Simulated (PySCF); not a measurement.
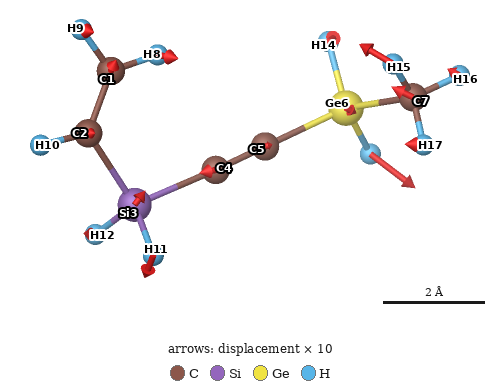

This is a relaxation of C5H10GeSi. The starting structure is drawn; red arrows show the displacements, magnified 10 times. The two geometries are superimposed by the best rigid fit.

Style: ball-and-stick. Shown at a tilt.

The start comes from GFN2-xTB. Its atoms were then displaced at random by about 0.01 Å.

Method: PySCF, PBE0-D3(BJ)/def2-SVP geometry optimisation, gas phase. 

### Atoms of which element are displaced furthest, and by how much?

Hydrogen: up to 0.11 Å, against 0.05 Å for carbon.

### What happened in the run?

An H atom moves most after the best rigid fit: 0.11 Å. By element the largest moves are H 0.11 Å, C 0.05 Å, Si 0.04 Å, Ge 0.03 Å. Near-neighbour distances that change, for instance: C–Si 1.903 → 1.836 Å, C–C 1.174 → 1.225 Å, Ge–H 1.492 → 1.539 Å, H–Si 1.449 → 1.495 Å. Among the angles between lasting bonds that change: H–Si–H 111.7° → 107.6°, H–C–H 114.5° → 116.6°, C–C–H 123.5° → 121.4°. Over 7 geometry steps the energy falls by 0.311 eV.
